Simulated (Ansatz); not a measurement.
## Lattice dynamics of Hf2NO2 monolayer

Aim: the phonons of Hf2NO2 monolayer at a cell relaxed beforehand at this level. After the zone centre comes a 4×4×1 q mesh on a 12×12×1 k mesh.

Method: DFT PBEsol, scalar-relativistic, plane waves, PAW, in Ansatz 0.2.0.

### 1. The starting structure

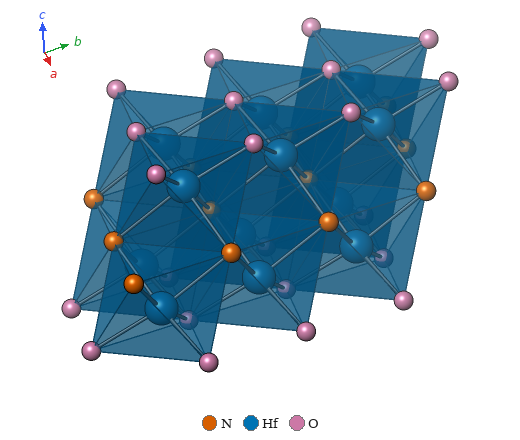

Start, viewed slightly off an axis; nitrogen orange, hafnium blue, oxygen pink. 2×3×1 cells are drawn. Some periodic images of atoms are drawn too.

The cell holds 5 atoms: 1 N, 2 Hf and 2 O. Its edges and angles: a = 3.194 Å, b = 3.194 Å, c = 32.600 Å, α = 90.0°, β = 90.0°, γ = 120.0°. Vacuum lies along c.

### 2. Linear response at the zone centre

The cell comes from relaxations at this level that are not shown. The zone centre comes first: it holds the modes that light can see, as far as symmetry allows. No field response is asked, since the mesh shows no gap.

input.yaml

```yaml
crystal:
  lattice:
    - [3.194355392, 0.0, 0.0]
    - [-1.597177696, 2.7663929182, 0.0]
    - [0.0, 0.0, 32.6]
  atoms:
    - { symbol: "N", position: [0.0, 0.0, 0.3067484663] }
    - { symbol: Hf, position: [0.3333333333, 0.6666666667, 0.34738925] }
    - { symbol: Hf, position: [0.6666666667, 0.3333333333, 0.2661076825] }
    - { symbol: O, position: [0.6666666667, 0.3333333333, 0.3775246402] }
    - { symbol: O, position: [0.3333333333, 0.6666666667, 0.2359722924] }
  periodic: [true, true, false]
kpoints:
  mp_grid: { grid: [12, 12, 1] }
hamiltonian:
  xc: pbesol
scf:
  occupations: { method: methfessel_paxton, width: 0.15 }
output:
  eigenvalues: true
phonons:
  method: dfpt
```

Launch:

```
$ ansatz run input.yaml --threads 8 --pin off --max-ram 14336MiB --backend cpu --events-out ev --progress --plain --runs-dir out
```

Numbers of over 12 decimals in the logs are rounded to 6 here.

Output:

```text
Warning: crystal.symmetry: narrowed to the stabiliser of the run's FFT grids — unitary ops 12 → 6. A phonons.method: dfpt run fills in the rows of the dynamical matrix that it does not solve by its symmetry operations, which is exact only for operations that map its FFT grids onto themselves: filled in by any other, the frequencies could depend on the order in which like atoms are typed, or, by more than the grids' own error, on where the crystal sits among the grids' points. Excluded: 6 operations. The run can therefore solve more perturbations, solve them on more k-points, or both, and cost more. [rest of the remark cut]
Engine: ansatz 0.2.0, aarch64-unknown-linux-gnu
Pseudopotentials: kind: paw
Pseudopotential: N, paw, valence charge 5, recommended cutoff 420 eV (normal), N.paw.azcp
Pseudopotential: Hf, paw, valence charge 26, recommended cutoff 420 eV (normal), Hf.paw.azcp
Pseudopotential: O, paw, valence charge 6, recommended cutoff 420 eV (normal), O.paw.azcp
Functional definition: PBEsol
  exchange = pbesol_x
  correlation = pbesol_c
Crystal: 5 atoms, lattice volume = 288.081 Å³
Basis set: ecut = 420 eV, 5737 PW (Γ), exchange–correlation on 48×48×450 points (8 copies of the dense FFT grid, shifted against one another)
Bands: 42, of which v1, the nominal top of the filled ones, is band 35 counted from 1 (34 counted from 0)
Symmetry: 12 space group operations
k-points: 43 of 144 (irreducible under 2 space group operations, time reversal used)
Non-local potential: N, projectors of the file, l = 0: 2, l = 1: 2, l = 2: 1
Non-local potential: Hf, projectors of the file, l = 0: 3, l = 1: 2, l = 2: 2, l = 3: 3
Non-local potential: O, projectors of the file, l = 0: 2, l = 1: 2, l = 2: 1
PAW form: soft (Blöchl's): semilocal exchange-correlation on the pseudo side does not see the compensation charge
PAW frozen core: N, regenerated for the run's functional, and the local potential with it (the file was generated under x = pbe(κ = 0.804, μ = 0.219515), c = pbe(β = 0.066725))
PAW frozen core: Hf, regenerated for the run's functional, and the local potential with it (the file was generated under x = pbe(κ = 0.804, μ = 0.219515), c = pbe(β = 0.066725))
PAW frozen core: O, regenerated for the run's functional, and the local potential with it (the file was generated under x = pbe(κ = 0.804, μ = 0.219515), c = pbe(β = 0.066725))
PAW one-centre angular grid: N, 110 points (default); XC on 64 Gauss nodes
PAW one-centre angular grid: Hf, 590 points (default); XC on 64 Gauss nodes
PAW one-centre angular grid: O, 110 points (default); XC on 64 Gauss nodes
Initial density: superposition of atomic densities (neutral atoms: chi_scale 0, normalization atom), corrected by the library's trained network
Initial wavefunctions: pseudopotential atomic-orbital guess
Functional: x = pbesol(κ = 0.804, μ = 0.123457), c = pbesol(β = 0.046)
SCF iter   1: F=—  HF=-32704.299343 eV  |F-HF|=—  |Δ(HF+E_count)|=         —  Δρ=7.45e-3  dr2=1.79e-1  ethr=1.77e-3  ⟨swp⟩=11.7  Hψ=11873  notcnv=0
preconditioner: auto → LDOS  [metal: Δε(μ)=0.016 eV  Ē_g=17.906 eV  σ=0.150 eV  W_gap=0.09  n_scr=22 (ndim 8)  ℏωp=17.6 eV  f_vac=0.778  D(μ)=2.79/eV (n_scr^D=12)  β→1.0]
SCF iter   2: F=—  HF=-32704.267227 eV  |F-HF|=—  |Δ(HF+E_count)|=   3.21e-2  S|Δr|=    0.00e0  Δρ=3.25e-3  dr2=2.34e-2  ethr=2.59e-4  ⟨swp⟩=3.0  Hψ=4416  notcnv=0  defer=79
SCF iter   3: F=—  HF=-32704.265642 eV  |F-HF|=—  |Δ(HF+E_count)|=   1.58e-3  S|Δr|=    0.00e0  Δρ=9.72e-4  dr2=3.44e-3  ethr=3.39e-5  ⟨swp⟩=3.3  Hψ=3940  notcnv=0  defer=79
SCF iter   4: F=—  HF=-32704.265526 eV  |F-HF|=—  |Δ(HF+E_count)|=   1.16e-4  S|Δr|=    0.00e0  Δρ=4.46e-4  dr2=7.27e-4  ethr=4.98e-6  ⟨swp⟩=3.6  Hψ=4333  notcnv=0  defer=79
SCF iter   5: F=—  HF=-32704.265199 eV  |F-HF|=—  |Δ(HF+E_count)|=   3.27e-4  S|Δr|=    0.00e0  Δρ=1.05e-4  dr2=5.44e-5  ethr=1.05e-6  ⟨swp⟩=3.1  Hψ=3957  notcnv=0  defer=79
SCF iter   6: F=—  HF=-32704.265217 eV  |F-HF|=—  |Δ(HF+E_count)|=   1.76e-5  S|Δr|=    0.00e0  Δρ=2.98e-5  dr2=3.27e-6  ethr=7.88e-8  ⟨swp⟩=3.7  Hψ=4296  notcnv=0  defer=79
SCF iter   7: F=—  HF=-32704.265040 eV  |F-HF|=—  |Δ(HF+E_count)|=   1.77e-4  S|Δr|=    0.00e0  Δρ=8.35e-6  dr2=1.58e-7  ethr=4.73e-9  ⟨swp⟩=3.9  Hψ=4821  notcnv=0  defer=72
SCF iter   8: F=—  HF=-32704.265040 eV  |F-HF|=—  |Δ(HF+E_count)|=   9.23e-7  S|Δr|=    0.00e0  Δρ=2.82e-6  dr2=2.75e-8  ethr=2.29e-10  ⟨swp⟩=3.3  Hψ=4396  notcnv=0  defer=72
SCF iter   9: F=—  HF=-32704.265040 eV  |F-HF|=—  |Δ(HF+E_count)|=   1.66e-8  S|Δr|=    0.00e0  Δρ=5.96e-7  dr2=4.05e-10  ethr=3.99e-11  ⟨swp⟩=3.0  Hψ=3996  notcnv=0  defer=72
SCF iter  10: F=—  HF=-32704.265040 eV  |F-HF|=—  |Δ(HF+E_count)|=   1.99e-8  S|Δr|=    0.00e0  Δρ=1.72e-7  dr2=5.93e-11  ethr=1.00e-12  ⟨swp⟩=4.1  Hψ=5057  notcnv=0  defer=72
SCF iter  11: F=-32704.265040 eV  HF=-32704.265040 eV  |F-HF|=2.18e-10  |Δ(HF+E_count)|=   1.66e-9  S|Δr|=    0.00e0  Δρ=4.27e-8  dr2=2.83e-12  ethr=1.00e-12  ⟨swp⟩=23.7  Hψ=17110  notcnv=0
SCF 1 converged in 11 iterations: F = -32704.265040 eV  dr2 = 2.83e-12
  greatest PAW one-centre occupation: 0.998 electrons in one spin orbital (limit 2), on the Hf atom at site 2 (counted from 0), in its partial waves of l = 3
DFPT response loops at Γ: preconditioner auto → none (partly filled bands, converged f_vac=0.779); β = 0.50; Broyden in place of MSR1
SCF converged after 11 iterations
Stability not checked: this state was not tested for a lower state beside it, because cold or Methfessel-Paxton smearing, or corrected tetrahedra, fill the levels in a way that the test cannot read (fill_not_monotonic; see scf.lower_state_search)
Free energy (F): -32704.265040 eV
Harris-Foulkes:  -32704.265040 eV  (|F-HF|=2.18e-10)
Internal energy: -32704.257549 eV  (E = F + TS)
E sigma→0 (E₀):  -32704.263168 eV
Entropy (-TS):   -0.007492 eV (-1.498 meV/atom)
Fermi energy:    -4.615998 eV
--- Per-component energies (eV) ---
  E_band       = -1524.701192
  E_kinetic    = 1327.872417
  E_local      = -320424.140568  (includes V_loc(G=0)·N_el)
  E_nonlocal   = -2333.088006
  E_hartree    = 158975.572516
  E_xc         = -801.743395
  E_vxc        = -796.526026  (∫ρ·V_xc dr)
  E_paw        = -14041.507918  (= ΣΔE_a)
  E_vpaw       = 2750.031033  (= ΣTr[D̂ρ^β])
  E_aug_tail   = 0.004987  (compensation charges beyond the density's cutoff)
  E_ewald      = 144590.171560
  E_core_change = 2.600858  (= ΣΔE_core)
  E_smearing   = -0.007492  (= −TS)
  E_closure    = 0.000000  (closes the sum)
  Σ components = -32704.265040   (vs F -32704.265040, Δ=0.00e0)
--- Band table (eV; the first three rows and the last of 43) ---
  k-point 0: bands = [... 31 lower, -8.4294, -7.9468, -7.9468, -3.9872, -3.9872, -3.8472, -2.1440, -2.0499, ... 3 higher]
  k-point 1: bands = [... 31 lower, -8.4291, -8.2423, -8.1180, -4.1562, -3.7450, -3.6909, -2.1306, -1.9899, ... 3 higher]
  k-point 2: bands = [... 31 lower, -9.3155, -8.4734, -8.0964, -4.6041, -3.3191, -3.1958, -1.9056, -1.7291, ... 3 higher]
  k-point 42: bands = [... 31 lower, -9.5154, -9.0959, -8.9418, -4.0818, -3.3580, -2.0712, -1.6501, -1.0082, ... 3 higher]
  ° read free of the cell's end (the report's vacuum.weakly_bound_levels)
--- Phonons (Γ-DFPT): 10 representative perturbations + reference, on 43 of 144 k-points (Σ response iterations 50) ---
  ASR residual: 4.840e-5 → 0.000e0 eV/Å²; symmetrization residual: 1.161e-5 eV/Å²
  The last average, over the group as it would stand without the narrowing to the FFT grids, took up to 4.653e-6 eV/Å² of the zone centre's force constants
  ASR residual per site (eV/Å²): 4.84e-5 9.35e-6 1.02e-5 1.99e-5 1.65e-5
  Γ frequencies (cm⁻¹): 0.00 0.00 0.00 66.74 66.74 175.40 302.22 302.22 378.83 378.83 505.13 505.13 528.34 536.19 598.43
  non-analytic LO–TO correction: not included (Born effective charges unavailable; polar crystals: no LO–TO splitting at Γ)
```

The job ended after 97 s (8 threads of Arm Neoverse V2, shared host; peak memory 2.1 GiB; 12 min of CPU time).

Reading the cycles: dr2 is the Hartree energy of the density residual (eV), the measure of convergence; HF is the Harris–Foulkes estimate of the energy, which meets the free energy F at convergence.

This step gave:

```yaml
gap_on_the_k_mesh: 0 eV
sum_rule_residual_before_enforcement: 4.84e-5 eV/Å²
point_group: -3m
area_per_atom: 1.767 Å²
highest_optical_mode_at_the_zone_centre_no_lo_to_term: 598.4 cm⁻¹
lowest_optical_zone_centre_mode: 66.74 cm⁻¹
```

Patterns of degenerate modes are one choice out of their space. Modes at Γ, with each element's share of the kinetic energy:

```tsv
mode	frequency (cm⁻¹)	symmetry	N %	Hf %	O %
1	0.0	acoustic	3	89	8
2	0.0	acoustic	3	89	8
3	0.0	acoustic	3	89	8
4	66.7	Eg	0	100	0
5	66.7	Eg	0	100	0
6	175.4	A1g	0	91	9
7	302.2	Eg	0	0	100
8	302.2	Eg	0	0	100
9	378.8	Eu	16	11	72
10	378.8	Eu	16	11	72
11	505.1	Eu	80	0	20
12	505.1	Eu	80	0	20
13	528.3	A1g	0	9	91
14	536.2	A2u	6	5	88
15	598.4	A2u	90	6	4
```

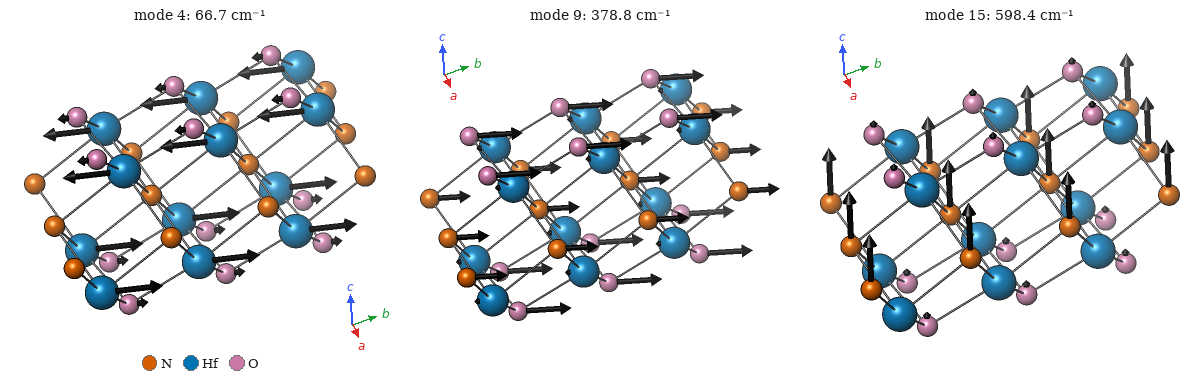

Displacement patterns of modes 4, 9 and 15 at Γ; arrows are exaggerated. 2×3×1 cells are drawn. Some periodic images of atoms are drawn too.

Before it was imposed, the acoustic sum rule was missed by 4.8e-5 eV/Å². Small misses are needed for a sound result but don't prove that mesh and cutoff are converged. The lowest optical mode is real, 66.7 cm⁻¹.

### 3. Response at finite wavevector

Stability and thermal properties need the whole zone. Linear response on a 4×4×1 q mesh gives force constants as far as a supercell of that size would.

Changes to input.yaml since step 2:

```diff
@@ -22 +22,10 @@
   method: dfpt
+  qmesh: [4, 4, 1]
+  temperatures: { t_max: 1000, t_step: 50 }
+  qpath:
+    path:
+      - [0.0, 0.0, 0.0]
+      - [0.5, 0.0, 0.0]
+      - [0.33333333, 0.33333333, 0.0]
+      - [0.0, 0.0, 0.0]
+    npoints: 10
```

Output:

```text
[...]
Crystal: 5 atoms, lattice volume = 288.081 Å³
Basis set: ecut = 420 eV, 5737 PW (Γ), exchange–correlation on 48×48×450 points (8 copies of the dense FFT grid, shifted against one another)
Bands: 42, of which v1, the nominal top of the filled ones, is band 35 counted from 1 (34 counted from 0)
Symmetry: 12 space group operations
k-points: 19 of 144 (irreducible under 6 space group operations, time reversal used)
[...]
SCF iter   1: F=—  HF=-32704.299680 eV  |F-HF|=—  |Δ(HF+E_count)|=         —  Δρ=7.48e-3  dr2=1.79e-1  ethr=1.77e-3  ⟨swp⟩=11.9  Hψ=5265  notcnv=0
[...]
SCF iter  11: F=-32704.265040 eV  HF=-32704.265040 eV  |F-HF|=2.33e-10  |Δ(HF+E_count)|=  9.02e-10  S|Δr|=    0.00e0  Δρ=5.10e-8  dr2=4.76e-12  ethr=1.00e-12  ⟨swp⟩=23.7  Hψ=7733  notcnv=0
SCF 1 converged in 11 iterations: F = -32704.265040 eV  dr2 = 4.76e-12
[...]
phonons: the bands overlap, so this run is a metal and interpolates without the dipole-dipole term. If the crystal is really an insulator or semiconductor, its LO-TO splitting is missing
NSCF: frozen V_eff on 19 k-points
[...]
DFPT response loops at q = (0, 0, 0) (fractional): preconditioner auto → none (partly filled bands, converged f_vac=0.779); β = 0.50; Broyden in place of MSR1
[...]
SCF converged after 11 iterations
[...]
Free energy (F): -32704.265040 eV
[...]
Internal energy: -32704.257549 eV  (E = F + TS)
E sigma→0 (E₀):  -32704.263168 eV
Entropy (-TS):   -0.007492 eV (-1.498 meV/atom)
Fermi energy:    -4.616000 eV
[...]
--- Band table (eV; the first three rows and the last of 19) ---
  k-point 0: bands = [... 31 lower, -8.4294, -7.9468, -7.9468, -3.9872, -3.9872, -3.8472, -2.1440, -2.0499, ... 3 higher]
  k-point 1: bands = [... 31 lower, -8.4291, -8.2423, -8.1180, -4.1562, -3.7450, -3.6909, -2.1306, -1.9899, ... 3 higher]
  k-point 2: bands = [... 31 lower, -9.3155, -8.4734, -8.0964, -4.6041, -3.3191, -3.1958, -1.9056, -1.7291, ... 3 higher]
  k-point 18: bands = [... 31 lower, -9.7499, -9.1050, -9.1050, -3.4978, -2.9064, -2.9064, -1.6242, -0.9975, ... 3 higher]
  ° read free of the cell's end (the report's vacuum.weakly_bound_levels)
--- Phonons (Γ-DFPT): 10 representative perturbations + reference (Σ response iterations 46) ---
  ASR residual: 3.397e-5 → 0.000e0 eV/Å²; symmetrization residual: 3.078e-6 eV/Å²
[...]
ASR residual per site (eV/Å²): 3.32e-5 1.25e-5 1.13e-5 3.03e-5 3.40e-5
[...]
--- Phonons (arbitrary-q DFPT): 4 irreducible q on the 4×4×1 mesh ---
  q = [0.0000, 0.0000, 0.0000] (star 1, of the zone-centre solve; hermiticity 2.10e-7, symmetrization 5.89e-12, taken by the last average 2.72e-8): -0.00 0.00 0.00 66.74 66.74 175.40 302.22 302.22 378.83 378.83 505.13 505.13 528.34 536.19 598.43
  q = [0.0000, 0.2500, 0.0000] (star 6, 15 solved perturbations on 78 of 144 k-point pairs; hermiticity 2.03e-7, symmetrization 6.20e-11, taken by the last average 1.22e-7): -80.93 72.46 81.47 101.83 132.72 145.57 336.50 357.31 386.03 400.72 414.35 475.27 481.80 490.96 575.91
[...]
q = [0.2500, 0.2500, 0.0000] (star 6, 10 solved perturbations in 1110 linear systems a pass and spin channel, the states on 144 of 144 k-point pairs; hermiticity 1.23e-7, symmetrization 2.24e-11, taken by the last average 7.02e-7): -133.44 79.56 133.88 135.77 154.18 175.76 376.77 397.37 416.64 431.19 449.71 452.14 477.77 482.52 576.77
  sum rule: each row above includes the acoustic sum rule's correction from the zone centre's row sums; it moved no ω² by more than (0.80 cm⁻¹)²
  mesh force constants: q→R imaginary residual 3.44e-18; ASR residual 3.397e-5 → 0.000e0 eV/Å²; symmetrization residual 1.599e-14 eV/Å²
  interpolated dispersion: 31 rows × 15 modes
  density of states and harmonic sums: on the 24×24×1 q-mesh, interpolated from the force constants of a 4×4×1 supercell (no non-analytic term)
  largest difference from the sums on the solved wave vectors: F 6.64e-2 eV, S 8.39e-5 and C_V 2.15e-5 eV/K
  zero-point energy: 0.287299 eV/cell   skipped modes (ω ≤ 0): 44, of them read as no rigid motion or as one in doubt: 41 (7.292e-1 modes/cell left out, lowest -154.48 cm⁻¹)   left out of the sums: 4.90e-2 of the cell's modes: C_V's classical limit lies that fraction below 3 k_B per atom; for a crystal, a wire or a layer, F and S can be off by more, and a phonons.interpolated_qmesh denser along its periods is the remedy for the sampling
```

Elapsed: 11 min, on 8 threads; peak memory 4.1 GiB; 87 min of CPU time.

This step gave:

```
sum-rule residual before enforcement                    : 3.40e-5 eV/Å²
lowest frequency on the path                            : -154.2 cm⁻¹
highest frequency on the path or at a solved wavevector : 598.4 cm⁻¹
lowest mode on the q mesh (acoustic modes at Γ apart)   : -133.4 cm⁻¹
```

Frequencies (cm⁻¹) solved at each irreducible wavevector; negative means imaginary. Frequencies by wavevector, by row:

```tsv
q in reciprocal lattice units	star	mode 1	mode 2	mode 3	mode 4	mode 13	mode 14	mode 15
0 0 0	1	0	0	0	66.7	528.3	536.2	598.4
0 0.25 0	6	-80.9	72.5	81.5	101.8	481.8	491	575.9
0 -0.5 0	3	88.4	113.8	118.6	134.9	486.8	504	582.2
0.25 0.25 0	6	-133.4	79.6	133.9	135.8	477.8	482.5	576.8
```

Interpolated from a 4×4×1 q mesh. The phonon branches at the labelled points (cm⁻¹):

```tsv
point	branch 1	branch 2	branch 3	branch 4	branch 12	branch 13	branch 14	branch 15
Γ	0	0	0	67	505	528	536	598
M	88	114	119	135	471	487	504	582
K	29	78	78	158	452	456	456	580
Γ	0	0	0	67	505	528	536	598
```

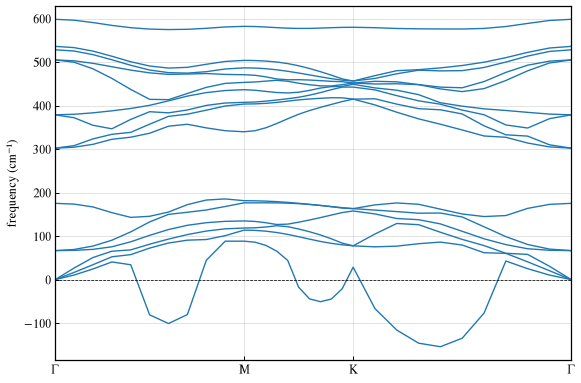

Phonon branches along the path.

[end of part 1 of 2]

[Logs are printed without paths, hosts, clocks, repeated set-up lines and the standing remarks that a program may print on its own settings, such as how far it seeks lower states.]

[Hosts, paths, dates, database ids (printed as entryN), source tags and the programs' standing remarks are cut or masked in the printed files.]
